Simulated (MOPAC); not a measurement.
**Geometry relaxation, with input and output: CH$_{4}$ClFGe (part 1 of 2)**

- system: CH$_{4}$ClFGe
- method: PM3, closed shell (MOPAC 23.2.5)

The atoms were displaced at random from an optimised geometry.

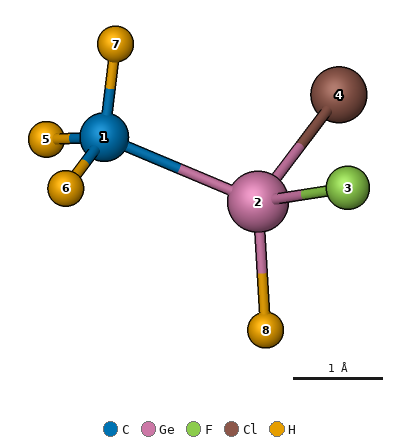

*The input geometry (ball-and-stick view, seen at a tilt; atoms are numbered from 1 in the order of the input). Sticks mark near contacts.*

Bond lengths as drawn: Cl–Ge 2.13 Å, C–Ge 1.94 Å, C–H 1.09 to 1.10 Å, F–Ge 1.75 Å and Ge–H 1.51 Å.

### Input file (input.mop)
```
PM3 GNORM=0.05 CYCLES=300 GRADIENTS DISP EF PRECISE AUX(PRECISION=9) THREADS=1
CH4ClFGe

C     -0.230730     1.038891    -0.096459
Ge     0.132928    -0.837122     0.210802
F      1.841991    -0.972348     0.551646
Cl    -0.196114    -1.942075    -1.584896
H     -1.283429     1.163042    -0.371694
H      0.005223     1.611019     0.804461
H      0.384547     1.384021    -0.937721
H     -0.571468    -1.529052     1.347812
```

Machine: 1 thread of Arm Neoverse V1, 24 GiB of memory available, shared host.

Launch command:
```bash
mopac input.mop
```

### The program's output
```
MOPAC v23.2.5
PM3 CALCULATION RESULTS

 *  PM3        - The PM3 Hamiltonian to be used
 *  PRECISE    - TIGHTER CRITERIA TO BE USED
 *  EF         - USE EF ROUTINE FOR MINIMUM SEARCH
 *  THREADS=1  - MULTI-THREADING NOT USED
 *  CYCLES=    - DO A MAXIMUM OF 300 STEPS
 *  GNORM      - EXIT WHEN GRADIENT NORM DROPS BELOW 0.050
 *  AUX        - OUTPUT AUXILIARY INFORMATION
 *  GRADIENTS  - ALL GRADIENTS TO BE PRINTED
 *  DISP       - PRINT DISPERSION AND HYDROGEN BOND ENERGIES
PM3 GNORM=0.05 CYCLES=300 GRADIENTS DISP EF PRECISE AUX(PRECISION=9) THREADS=1
 CH4ClFGe

   ATOM   CHEMICAL          X               Y               Z
  NUMBER   SYMBOL      (ANGSTROMS)     (ANGSTROMS)     (ANGSTROMS)

     1       C         -0.23073000  *   1.03889100  *  -0.09645900  *
     2      Ge          0.13292800  *  -0.83712200  *   0.21080200  *
     3       F          1.84199100  *  -0.97234800  *   0.55164600  *
     4      Cl         -0.19611400  *  -1.94207500  *  -1.58489600  *
     5       H         -1.28342900  *   1.16304200  *  -0.37169400  *
     6       H          0.00522300  *   1.61101900  *   0.80446100  *
     7       H          0.38454700  *   1.38402100  *  -0.93772100  *
     8       H         -0.57146800  *  -1.52905200  *   1.34781200  *

          CARTESIAN COORDINATES

    NO.       ATOM           X           Y           Z

     1         C         -0.2307      1.0389     -0.0965
     2        Ge          0.1329     -0.8371      0.2108
     3         F          1.8420     -0.9723      0.5516
     4        Cl         -0.1961     -1.9421     -1.5849
     5         H         -1.2834      1.1630     -0.3717
     6         H          0.0052      1.6110      0.8045
     7         H          0.3845      1.3840     -0.9377
     8         H         -0.5715     -1.5291      1.3478

           Empirical Formula: C H4 Ge F Cl  =     8 atoms

      MOLECULAR POINT GROUP   :   C1

      RHF CALCULATION, NO. OF DOUBLY OCCUPIED LEVELS = 13

          Geometry optimization using EF

          DIAGONAL MATRIX USED AS START HESSIAN
```

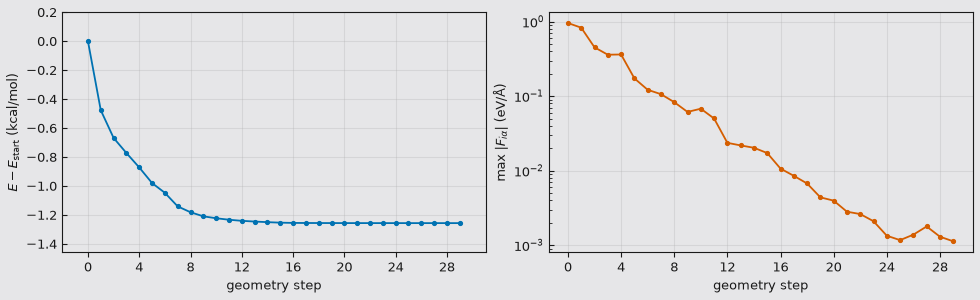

*Progress of the relaxation, step by step (steps are counted from 0).*

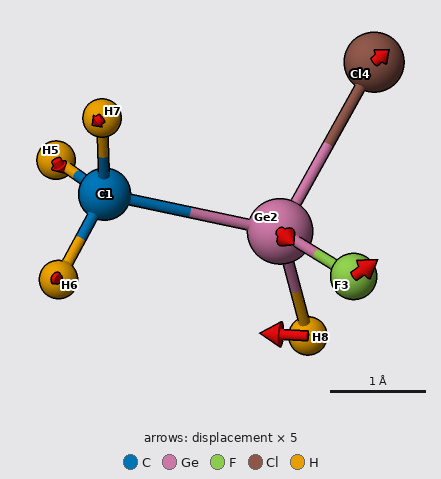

*The starting structure with the displacements as red arrows, magnified 5 times (ball-and-stick view, seen at a tilt). The two geometries are laid on each other by the best rigid fit.*

The largest move after the best rigid fit is that of H8, 0.11 Å. Largest moves by element: H 0.11 Å, F 0.07 Å, Ge 0.06 Å, Cl 0.05 Å, C 0.01 Å. Distances before and after: Ge2–Cl4 2.134 → 2.191 Å, Ge2–F3 1.748 → 1.724 Å, C1–Ge2 1.935 → 1.951 Å, C1–H5 1.095 → 1.090 Å. Among the angles that change: F3–Ge2–H8 105.9° → 112.3°, C1–Ge2–H8 118.5° → 112.8°, C1–Ge2–F3 106.8° → 109.1°. The energy falls by 1.26 kcal/mol in 29 geometry steps. Largest force component: 0.96 eV/Å at the start, 0.0011 eV/Å at the end. (Atoms are counted from 1 in the order of the input.)

```
 CYCLE:     1 TIME:   0.000 TIME LEFT:  2.00D  GRAD.:    34.688 HEAT: -100.5773
 CYCLE:     2 TIME:   0.000 TIME LEFT:  2.00D  GRAD.:    28.587 HEAT: -101.0537
 CYCLE:     3 TIME:   0.008 TIME LEFT:  2.00D  GRAD.:    20.339 HEAT: -101.2450
 CYCLE:     4 TIME:   0.000 TIME LEFT:  2.00D  GRAD.:    17.425 HEAT: -101.3494
 CYCLE:     5 TIME:   0.000 TIME LEFT:  2.00D  GRAD.:    15.270 HEAT: -101.4490
 CYCLE:     6 TIME:   0.000 TIME LEFT:  2.00D  GRAD.:     8.169 HEAT: -101.5568
 CYCLE:     7 TIME:   0.008 TIME LEFT:  2.00D  GRAD.:     5.322 HEAT: -101.6243
 CYCLE:     8 TIME:   0.000 TIME LEFT:  2.00D  GRAD.:     6.183 HEAT: -101.7179
 CYCLE:     9 TIME:   0.000 TIME LEFT:  2.00D  GRAD.:     4.471 HEAT: -101.7583
 CYCLE:    10 TIME:   0.000 TIME LEFT:  2.00D  GRAD.:     2.555 HEAT: -101.7866
 CYCLE:    11 TIME:   0.000 TIME LEFT:  2.00D  GRAD.:     1.973 HEAT: -101.7999
 CYCLE:    12 TIME:   0.008 TIME LEFT:  2.00D  GRAD.:     2.060 HEAT: -101.8102
 CYCLE:    13 TIME:   0.000 TIME LEFT:  2.00D  GRAD.:     1.606 HEAT: -101.8176
 CYCLE:    14 TIME:   0.000 TIME LEFT:  2.00D  GRAD.:     1.398 HEAT: -101.8227
 CYCLE:    15 TIME:   0.000 TIME LEFT:  2.00D  GRAD.:     1.332 HEAT: -101.8269
 CYCLE:    16 TIME:   0.000 TIME LEFT:  2.00D  GRAD.:     1.063 HEAT: -101.8304
 CYCLE:    17 TIME:   0.000 TIME LEFT:  2.00D  GRAD.:     0.642 HEAT: -101.8321
 CYCLE:    18 TIME:   0.008 TIME LEFT:  2.00D  GRAD.:     0.347 HEAT: -101.8327
 CYCLE:    19 TIME:   0.000 TIME LEFT:  2.00D  GRAD.:     0.276 HEAT: -101.8329
 CYCLE:    20 TIME:   0.000 TIME LEFT:  2.00D  GRAD.:     0.243 HEAT: -101.8332
 CYCLE:    21 TIME:   0.000 TIME LEFT:  2.00D  GRAD.:     0.188 HEAT: -101.8333
 CYCLE:    22 TIME:   0.008 TIME LEFT:  2.00D  GRAD.:     0.148 HEAT: -101.8334
 CYCLE:    23 TIME:   0.000 TIME LEFT:  2.00D  GRAD.:     0.128 HEAT: -101.8334
 CYCLE:    24 TIME:   0.000 TIME LEFT:  2.00D  GRAD.:     0.109 HEAT: -101.8335
 CYCLE:    25 TIME:   0.000 TIME LEFT:  2.00D  GRAD.:     0.085 HEAT: -101.8335
 CYCLE:    26 TIME:   0.000 TIME LEFT:  2.00D  GRAD.:     0.066 HEAT: -101.8335
 CYCLE:    27 TIME:   0.000 TIME LEFT:  2.00D  GRAD.:     0.067 HEAT: -101.8335
 CYCLE:    28 TIME:   0.008 TIME LEFT:  2.00D  GRAD.:     0.072 HEAT: -101.8335
 CYCLE:    29 TIME:   0.000 TIME LEFT:  2.00D  GRAD.:     0.066 HEAT: -101.8335
 CYCLE:    30 TIME:   0.000 TIME LEFT:  2.00D  GRAD.:     0.047 HEAT: -101.8335

     GRADIENT =  0.04692 IS LESS THAN CUTOFF =  0.05000

 -------------------------------------------------------------------------------
 PM3 GNORM=0.05 CYCLES=300 GRADIENTS DISP EF PRECISE AUX(PRECISION=9) THREADS=1
 CH4ClFGe

     GEOMETRY OPTIMISED USING EIGENVECTOR FOLLOWING (EF).
     SCF FIELD WAS ACHIEVED

                              PM3 CALCULATION

          FINAL HEAT OF FORMATION =       -101.83354 KCAL/MOL =    -426.07153 KJ/MOL

          TOTAL ENERGY            =     -23684.84569 KCAL/MOL = ELECTRONIC ENERGY + CORE-CORE REPULSION
          ENERGY OF ATOMS         =      23583.01215 KCAL/MOL
                              SUM =       -101.83354 KCAL/MOL
          DISPERSION ENERGY       =          0.00000 KCAL/MOL
                              SUM =       -101.83354 KCAL/MOL = FINAL HEAT OF FORMATION

          TOTAL ENERGY            =      -1027.07212 EV
          ELECTRONIC ENERGY       =      -2347.37190 EV
          CORE-CORE REPULSION     =       1320.29978 EV
          COSMO AREA              =        121.23 SQUARE ANGSTROMS
          COSMO VOLUME            =        111.14 CUBIC ANGSTROMS

          GRADIENT NORM           =          0.04692          =       0.01659 PER ATOM
          IONIZATION POTENTIAL    =         10.602380 EV
          HOMO LUMO ENERGIES (EV) =        -10.602 -1.049
          NO. OF FILLED LEVELS    =         13
          MOLECULAR WEIGHT        =        143.0840         POINT GROUP:  C1

          MOLECULAR DIMENSIONS (Angstroms)

            Atom       Atom       Distance
            H     6   Cl     4     4.32492
            H     5    F     3     3.73643
            H     7    H     8     3.47661

          SCF CALCULATIONS        =         33

          WALL-CLOCK TIME         =      0.055 SECONDS
          COMPUTATION TIME        =      0.054 SECONDS

       FINAL  POINT  AND  DERIVATIVES

   PARAMETER     ATOM    TYPE            VALUE        GRADIENT
      1          1  C    CARTESIAN X    -0.249597     -0.005856  KCAL/ANGSTROM
      2          1  C    CARTESIAN Y     1.044460      0.004752  KCAL/ANGSTROM
      3          1  C    CARTESIAN Z    -0.098087     -0.004079  KCAL/ANGSTROM
      4          2 Ge    CARTESIAN X     0.155681     -0.003750  KCAL/ANGSTROM
      5          2 Ge    CARTESIAN Y    -0.834206     -0.001109  KCAL/ANGSTROM
      6          2 Ge    CARTESIAN Z     0.239664     -0.003085  KCAL/ANGSTROM
      7          3  F    CARTESIAN X     1.846844     -0.015222  KCAL/ANGSTROM
      8          3  F    CARTESIAN Y    -1.002580     -0.000683  KCAL/ANGSTROM
      9          3  F    CARTESIAN Z     0.527832      0.003734  KCAL/ANGSTROM
     10          4 Cl    CARTESIAN X    -0.190292      0.008324  KCAL/ANGSTROM
     11          4 Cl    CARTESIAN Y    -1.955072      0.000194  KCAL/ANGSTROM
     12          4 Cl    CARTESIAN Z    -1.610825     -0.007769  KCAL/ANGSTROM
     13          5  H    CARTESIAN X    -1.301937     -0.026039  KCAL/ANGSTROM
     14          5  H    CARTESIAN Y     1.162379     -0.011610  KCAL/ANGSTROM
     15          5  H    CARTESIAN Z    -0.357711      0.011988  KCAL/ANGSTROM
     16          6  H    CARTESIAN X    -0.035257      0.015096  KCAL/ANGSTROM
     17          6  H    CARTESIAN Y     1.637899      0.003749  KCAL/ANGSTROM
     18          6  H    CARTESIAN Z     0.791567     -0.001588  KCAL/ANGSTROM
     19          7  H    CARTESIAN X     0.362393      0.019028  KCAL/ANGSTROM
     20          7  H    CARTESIAN Y     1.412825     -0.004036  KCAL/ANGSTROM
     21          7  H    CARTESIAN Z    -0.922114      0.000766  KCAL/ANGSTROM
     22          8  H    CARTESIAN X    -0.673889      0.008418  KCAL/ANGSTROM
     23          8  H    CARTESIAN Y    -1.419706      0.008743  KCAL/ANGSTROM
     24          8  H    CARTESIAN Z     1.348971      0.000032  KCAL/ANGSTROM

   ATOM   CHEMICAL          X               Y               Z
  NUMBER   SYMBOL      (ANGSTROMS)     (ANGSTROMS)     (ANGSTROMS)

     1       C         -0.24959664  *   1.04445950  *  -0.09808660  *
     2      Ge          0.15568133  *  -0.83420572  *   0.23966350  *
     3       F          1.84684364  *  -1.00258023  *   0.52783188  *
     4      Cl         -0.19029221  *  -1.95507190  *  -1.61082455  *
     5       H         -1.30193745  *   1.16237912  *  -0.35771070  *
     6       H         -0.03525696  *   1.63789909  *   0.79156668  *
     7       H          0.36239254  *   1.41282512  *  -0.92211404  *
     8       H         -0.67388900  *  -1.41970630  *   1.34897095  *

                             CARTESIAN COORDINATES

   1    C       -0.249596641     1.044459502    -0.098086603
   2   Ge        0.155681326    -0.834205715     0.239663503
   3    F        1.846843640    -1.002580229     0.527831879
   4   Cl       -0.190292208    -1.955071899    -1.610824549
   5    H       -1.301937454     1.162379118    -0.357710699
   6    H       -0.035256960     1.637899087     0.791566677
   7    H        0.362392538     1.412825116    -0.922114043
   8    H       -0.673889005    -1.419706301     1.348970952

           Empirical Formula: C H4 Ge F Cl  =     8 atoms

      MOLECULAR POINT GROUP   :   C1

                  EIGENVALUES
 -54.59849 -29.35070 -20.86692 -16.97230 -16.45570 -16.22478 -14.64959 -14.36616
 -13.55525 -12.26580 -11.86282 -10.83716 -10.60238  -1.04877  -0.23491   0.20744
   1.41727   3.87731   3.98167   4.04946

              NET ATOMIC CHARGES AND DIPOLE CONTRIBUTIONS

  ATOM NO.   TYPE          CHARGE      No. of ELECS.   s-Pop       p-Pop
    1          C          -0.240772        4.2408     1.16781     3.07296
    2         Ge           0.641120        3.3589     0.82846     2.53042
    3          F          -0.283045        7.2830     1.64311     5.63994
    4         Cl          -0.243103        7.2431     1.97910     5.26400
    5          H           0.063806        0.9362     0.93619
    6          H           0.062762        0.9372     0.93724
    7          H           0.067685        0.9323     0.93232
    8          H          -0.068453        1.0685     1.06845
 DIPOLE           X         Y         Z       TOTAL
 POINT-CHG.    -1.591     1.645     1.400     2.683
 HYBRID         0.070     0.250     0.200     0.327
 SUM           -1.521     1.895     1.600     2.909

          ATOMIC ORBITAL ELECTRON POPULATIONS

     Atom    s        px        py        pz
    1  C   1.16781   1.03709   0.99817   1.03770
    2 Ge   0.82846   0.74536   0.93754   0.84751
    3  F   1.64311   1.71292   1.96669   1.96033
    4 Cl   1.97910   1.96058   1.80659   1.49682
    5  H   0.93619
    6  H   0.93724
    7  H   0.93232
    8  H   1.06845

 *                    *
 * JOB ENDED NORMALLY *
 *                    *

 TOTAL JOB TIME:             0.05 SECONDS

 == MOPAC DONE ==
```

### Trajectory as extended XYZ (Å, eV, eV/Å), 30 frames, from step=0 to step=29
```
8
Properties=species:S:1:pos:R:3:forces:R:3 step=0 energy=-4.36145
C    -0.2307    1.0389   -0.0965   -0.1627   0.0632  -0.2283
Ge    0.1329   -0.8371    0.2108    0.9591  -0.2640   0.6663
F     1.8420   -0.9723    0.5516   -0.5022   0.0544  -0.2595
Cl   -0.1961   -1.9421   -1.5849   -0.0376  -0.1949  -0.3845
H    -1.2834    1.1630   -0.3717    0.1417   0.1343   0.1345
H     0.0052    1.6110    0.8045   -0.0799   0.0401  -0.1785
H     0.3845    1.3840   -0.9377   -0.0894   0.0323   0.2471
H    -0.5715   -1.5291    1.3478   -0.2290   0.1346   0.0028
8
Properties=species:S:1:pos:R:3:forces:R:3 step=1 energy=-4.38210
C    -0.2344    1.0438   -0.1162   -0.1190  -0.2639   0.8304
Ge    0.1442   -0.8391    0.2401    0.0083  -0.0418  -0.1272
F     1.8283   -0.9703    0.5429    0.4112  -0.0201  -0.0487
Cl   -0.1991   -1.9460   -1.6094    0.0078  -0.0452  -0.0834
H    -1.2808    1.1685   -0.3678   -0.1965   0.1147  -0.0437
H     0.0033    1.6133    0.7926   -0.1084  -0.0019  -0.2535
H     0.3831    1.3853   -0.9260    0.3026   0.2117  -0.4241
H    -0.5772   -1.5234    1.3467   -0.3060   0.0466   0.1502
8
Properties=species:S:1:pos:R:3:forces:R:3 step=2 energy=-4.39040
C    -0.2356    1.0413   -0.1032    0.0421  -0.2096  -0.4254
Ge    0.1459   -0.8365    0.2408   -0.0905  -0.1257  -0.1045
F     1.8282   -0.9703    0.5435    0.4528  -0.0303  -0.0402
Cl   -0.1998   -1.9506   -1.6144    0.0179  -0.0001  -0.0191
H    -1.2820    1.1729   -0.3711   -0.0604   0.0657   0.0322
H     0.0018    1.6147    0.7800    0.0204   0.2982   0.2766
H     0.3871    1.3895   -0.9380   -0.1216  -0.0581   0.1857
H    -0.5833   -1.5196    1.3509   -0.2607   0.0600   0.0948
8
Properties=species:S:1:pos:R:3:forces:R:3 step=3 energy=-4.39492
C    -0.2359    1.0325   -0.1057    0.0901   0.3603   0.0263
Ge    0.1423   -0.8361    0.2376    0.2978  -0.2470   0.1132
F     1.8382   -0.9706    0.5458   -0.0178  -0.0028  -0.1164
Cl   -0.2002   -1.9494   -1.6140    0.0161  -0.0186  -0.0278
H    -1.2849    1.1779   -0.3704    0.0643   0.0164   0.0483
H     0.0010    1.6245    0.7907   -0.1060  -0.1108  -0.2747
H     0.3887    1.3918   -0.9377   -0.1749  -0.1106   0.2530
H    -0.5914   -1.5159    1.3623   -0.1697   0.1131  -0.0220
8
Properties=species:S:1:pos:R:3:forces:R:3 step=4 energy=-4.39924
C    -0.2357    1.0387   -0.1067   -0.2453  -0.1112   0.1387
Ge    0.1418   -0.8411    0.2377    0.3628  -0.1217   0.1592
F     1.8421   -0.9692    0.5453   -0.1543  -0.0046  -0.1302
Cl   -0.2002   -1.9486   -1.6145    0.0136  -0.0222  -0.0252
H    -1.2857    1.1813   -0.3694    0.0526   0.0018   0.0246
H    -0.0015    1.6278    0.7769   -0.0275   0.0795   0.1240
H     0.3860    1.3896   -0.9223    0.1267   0.0555  -0.2287
H    -0.5989   -1.5100    1.3682   -0.1287   0.1227  -0.0625
8
Properties=species:S:1:pos:R:3:forces:R:3 step=5 energy=-4.40392
C    -0.2392    1.0422   -0.1088    0.0702  -0.1175   0.1233
Ge    0.1466   -0.8447    0.2458    0.0059   0.0734  -0.0905
F     1.8377   -0.9691    0.5416    0.1737  -0.0333  -0.0540
Cl   -0.2004   -1.9485   -1.6200    0.0233   0.0083   0.0391
H    -1.2843    1.1845   -0.3704   -0.0879  -0.0047  -0.0101
H    -0.0035    1.6330    0.7767   -0.0354   0.0228   0.0245
H     0.3864    1.3897   -0.9308    0.0057  -0.0171  -0.0452
H    -0.6066   -1.5008    1.3644   -0.1556   0.0681   0.0130
8
Properties=species:S:1:pos:R:3:forces:R:3 step=6 energy=-4.40684
C    -0.2398    1.0398   -0.1051    0.0335   0.0052   0.0048
Ge    0.1470   -0.8444    0.2447    0.0207   0.0583  -0.0403
F     1.8395   -0.9702    0.5399    0.1191  -0.0354  -0.0520
Cl   -0.1995   -1.9491   -1.6193    0.0208   0.0064   0.0332
H    -1.2861    1.1867   -0.3716    0.0040  -0.0370   0.0246
H    -0.0061    1.6373    0.7774   -0.0366  -0.0192   0.0057
H     0.3864    1.3884   -0.9302   -0.0396  -0.0424   0.0286
H    -0.6162   -1.4922    1.3642   -0.1219   0.0641  -0.0046
```
